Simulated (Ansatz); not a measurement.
# A computed series for hypothetical fluorite MoS2: pressure series

Consider MoS₂ in the fluorite structure (space group Fm-3m, No. 225; ferromagnetic; a hypothetical phase, not in the database extracts checked).

```xyz
3
Lattice="0.0000 2.9740 2.9740 2.9740 0.0000 2.9740 2.9740 2.9740 0.0000" Properties=species:S:1:pos:R:3 pbc="T T T"
Mo     0.0000     0.0000     0.0000
S      1.4870     1.4870     1.4870
S      4.4610     4.4610     4.4610
```

Cell and atoms are relaxed at each pressure.

Calculations: PBE/PAW in Ansatz (a quantum-chemistry and plane-wave program), spin-orbit coupling left out.

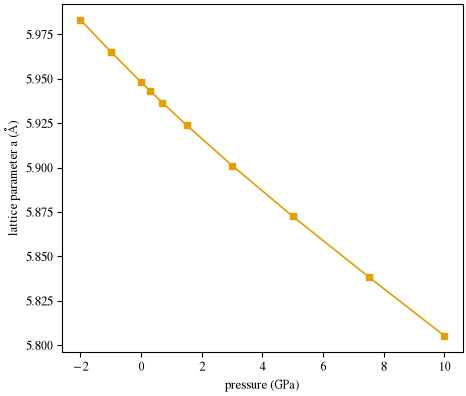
Fig. 1. Lattice parameter a against pressure

```json
[
 {"pressure (GPa)": "-2", "lattice parameter a": "5.983 Å"},
 {"pressure (GPa)": "-1", "lattice parameter a": "5.965 Å"},
 {"pressure (GPa)": "0.3", "lattice parameter a": "5.943 Å"},
 {"pressure (GPa)": "0.7", "lattice parameter a": "5.937 Å"},
 {"pressure (GPa)": "1.5", "lattice parameter a": "5.924 Å"},
 {"pressure (GPa)": "3", "lattice parameter a": "5.901 Å"},
 {"pressure (GPa)": "5", "lattice parameter a": "5.873 Å"},
 {"pressure (GPa)": "7.5", "lattice parameter a": "5.838 Å"},
 {"pressure (GPa)": "10", "lattice parameter a": "5.805 Å"}
]
```

The magnetic state is the one reached from the starting moments; the real material's order can differ, and small cells can't hold many antiferromagnetic ones. Load acts through the strain it causes; cell and atoms are relaxed under it. Whether these cells are dynamically stable was not tested. Competing high-pressure phases were not computed.
